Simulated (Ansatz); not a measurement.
Potential energy curve for CH (cation, charge +1), singlet.

Levels of theory: RKS-PBE = Ansatz (a program for electronic structure) with restricted PBE/cc-pVQZ; RKS-PBE0 = restricted PBE0/cc-pVQZ run with Ansatz; RKS-CAM-B3LYP = restricted CAM-B3LYP/cc-pVQZ in Ansatz; UKS-PBE0 = unrestricted PBE0/cc-pVQZ in Ansatz; UKS-CAM-B3LYP = unrestricted CAM-B3LYP/cc-pVQZ (Ansatz); UKS-PBE = unrestricted PBE/cc-pVQZ (Ansatz); FCI = full CI/cc-pVQZ, frozen core (Ansatz).

Cost and accuracy over the 23 points of the scan, with FCI as yardstick. Costs are rough ratios of core time within Ansatz on shared cores, each with its mean field (Kohn-Sham runs search longer for lower solutions than correlated ones do); the miss is the largest error against full CI of the curve after the mean shift, in kJ/mol.

Question: Which is the cheapest of these levels that stays within 55 kJ/mol of FCI?

Answer: RKS-PBE.

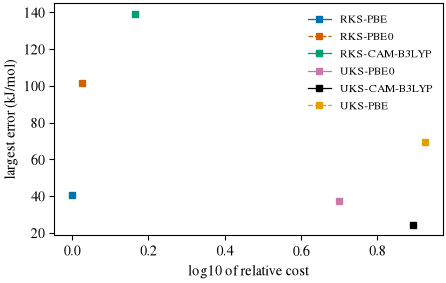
*Miss against cost, one point a level.*

| level | relative cost | largest error |
|---|---|---|
| RKS-PBE | 1 | 40.4 |
| RKS-PBE0 | 1 | 101.7 |
| RKS-CAM-B3LYP | 1 | 139.1 |
| UKS-PBE0 | 5 | 37.5 |
| UKS-CAM-B3LYP | 8 | 24.4 |
| UKS-PBE | 8 | 69.2 |

Costs within a factor of two of each other count as equal.

The restricted form behind RKS-PBE, RKS-PBE0, RKS-CAM-B3LYP keeps the bonding electrons paired and can't separate into open-shell fragments. The unrestricted determinant behind UKS-PBE0, UKS-CAM-B3LYP, UKS-PBE is spin-contaminated at 0.85 to 4.50 Å (<S²> up to 1.0, against 0.00 for a pure singlet). The unrestricted solution behind UKS-PBE changes between 2.05 and 2.32 Å, which can leave a kink.
